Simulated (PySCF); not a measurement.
# C2H9BO: the cost of one run

Computed with PySCF 2.14.0, with density-fitted response routines of our own, on a single molecule in the gas phase. Atoms count from 0, in the outputs and in this text.

**1. The molecule as given**

13 atoms, charge 0, multiplicity 1; geometry from: GFN2-xTB.

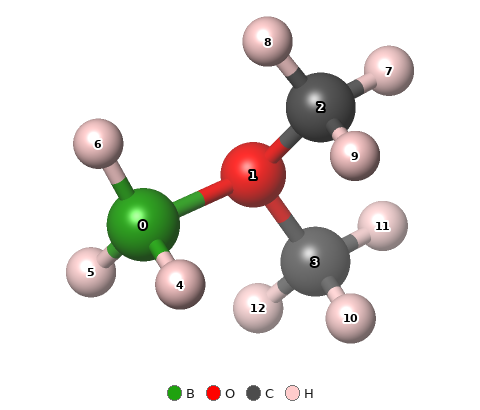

The starting geometry (boron green, oxygen red, carbon dark grey, hydrogen pink), atoms numbered.

**2. Relaxing the molecule at PBE0-D3(BJ)/def2-SVP**

The job: settings as JSON, then the geometry in Å.

```
{"job": {"xc": "PBE0", "basis": "def2-SVP", "d3": "d3bj", "grid": 1, "kind": "geom"}, "charge": 0, "multiplicity": 1}
B      1.373180    -0.618390    -0.193550
O     -0.136960     0.012920    -0.464350
C     -1.141430    -0.769740     0.149950
C     -0.206890     1.366440    -0.063670
H      1.549330    -0.545960     0.983560
H      2.095810     0.072580    -0.831060
H      1.295730    -1.729050    -0.601140
H     -2.128320    -0.372340    -0.106360
H     -1.039340    -1.781300    -0.235820
H     -1.021280    -0.789060     1.238160
H     -0.049180     1.473890     1.014310
H     -1.181240     1.782500    -0.335940
H      0.581820     1.898480    -0.589540
```

Command:

```
OMP_NUM_THREADS=1 python probes_run.py task.json out
```

One launch serves the whole session: the jobs run in the order shown.

Q: Estimate the wall time and peak memory of this first job on 1 thread of Arm Neoverse V1, shared host.

About 17 s, with a peak of 0.4 GiB.
